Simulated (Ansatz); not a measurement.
**ClF3H2O2Ta (doublet): density, localisation and related maps**

Input file:

```
crystal:
  periodic: [false, false, false]
  atoms:
    - { symbol: Ta, position_ang: [-0.430874, 0.010096, 0.037833] }
    - { symbol: Cl, position_ang: [3.201011, 0.01634, 0.556931] }
    - { symbol: F, position_ang: [0.414084, -0.137706, 1.732434] }
    - { symbol: F, position_ang: [-0.00704, 0.125223, -1.799128] }
    - { symbol: O, position_ang: [-1.172905, 1.729818, 0.272336] }
    - { symbol: H, position_ang: [-1.964458, 2.256409, 0.479247] }
    - { symbol: F, position_ang: [-0.881779, -1.824716, -0.02997] }
    - { symbol: O, position_ang: [4.624669, -0.179121, -0.261874] }
    - { symbol: H, position_ang: [5.033492, -0.969841, 0.158092] }
magnetization:
  spin_polarized: true
  initial_magnetization: 1
basis:
  gaussian: { orbitals: def2-SVP }
hamiltonian:
  xc: pbe
relax:
  f_tol: 0.03
  max_steps: 50
output:
  orbitals: {}
```

Run with:

```sh
ansatz run input.yaml --threads 4 --pin off --max-ram 5120MiB --backend cpu --events-out ev --progress --plain --runs-dir out
```

The fields are those of the run's last geometry, not of the input's.

Core potentials replace the inner electrons of Ta.

Theory: Ansatz, UKS PBE/def2-SVP.

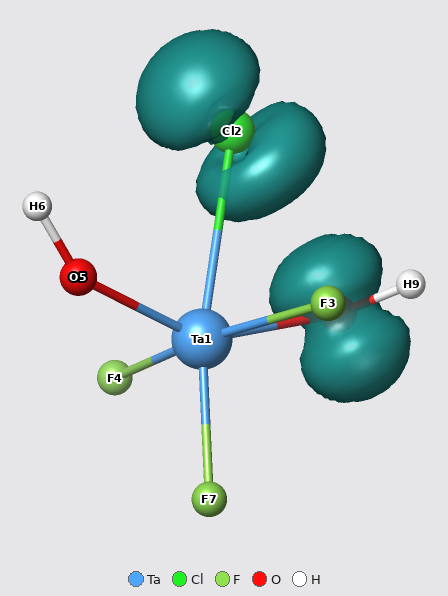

Figure 1. Isosurface of the spin density (α minus β) at +0.05 e/Å³ (teal), seen at a tilt.

> Where is the unpaired spin?

The unpaired spin (1 electron) lies mostly on Cl2 (about 0.5) and O8 (about 0.5), in electrons by Hirshfeld's partition.

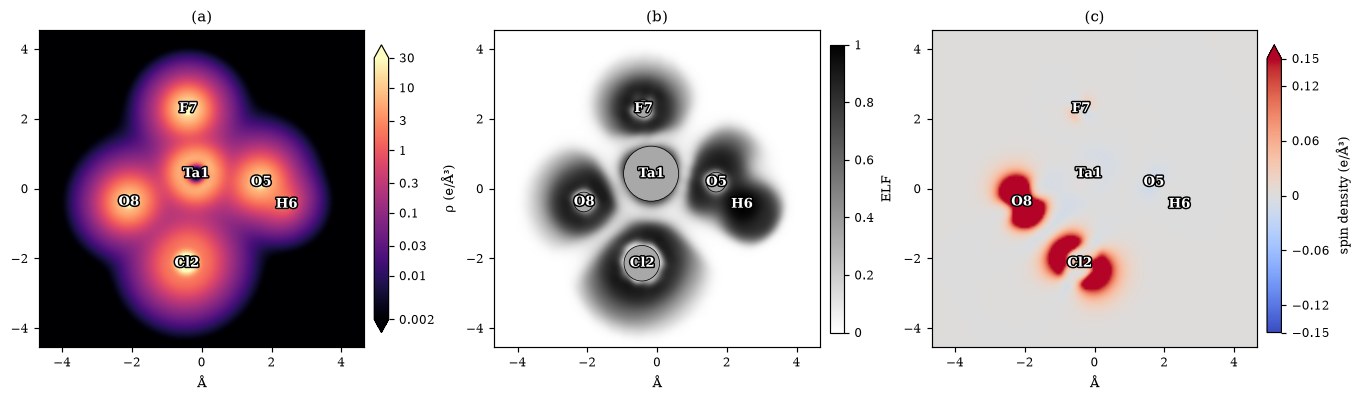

Figure 2. (a) electron density; (b) ELF; (c) spin density on the plane of atoms O5, Ta1 and F7. Grey discs cover the atomic cores in the ELF map.

> What does the map show?

- Atoms in the plane: Ta, Cl, O, H and F.
- Ta–O (1.88 Å): the density is about 1 e/Å³ at the midpoint; the ELF peaks at about 0.80 in the valence shell of O, 0.5 Å from its nucleus, and drops to about 0.25 between the two atoms.
- Ta–F (1.88 Å): ρ at the midpoint is about 1 e/Å³; the ELF peaks at about 0.85 in the valence shell of F, 0.5 Å from its nucleus, and drops to about 0.25 between the two atoms.
- Ta–Cl (2.58 Å): the density is about 0.36 e/Å³ at the midpoint; the ELF peaks at about 0.85 in the valence shell of Cl, 0.8 Å from its nucleus, and is about 0.30 at the midpoint.
- O–H (0.97 Å): ρ at the midpoint is about 3.6 e/Å³; the ELF climbs to about 1 towards the hydrogen, as it does in any bond to H (a covalent bond by its length).
- Ta–O (2.09 Å): the density is about 0.67 e/Å³ at the midpoint; the ELF peaks at about 0.90 in the valence shell of O, 0.6 Å from its nucleus, and is about 0.25 at the midpoint.

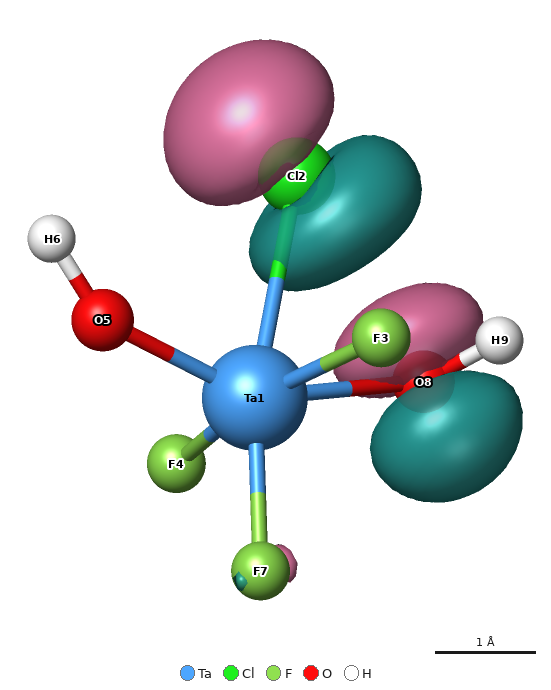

Figure 3. The LUMO (β) at ±0.15 Å⁻³ᐟ² (teal and pink are the two phases), seen at a tilt.

> What is the character of this orbital?

By Hirshfeld shares it lies mainly on Cl2 (about 50 %) and O8 (about 40 %). Its energy is −6.55 eV.
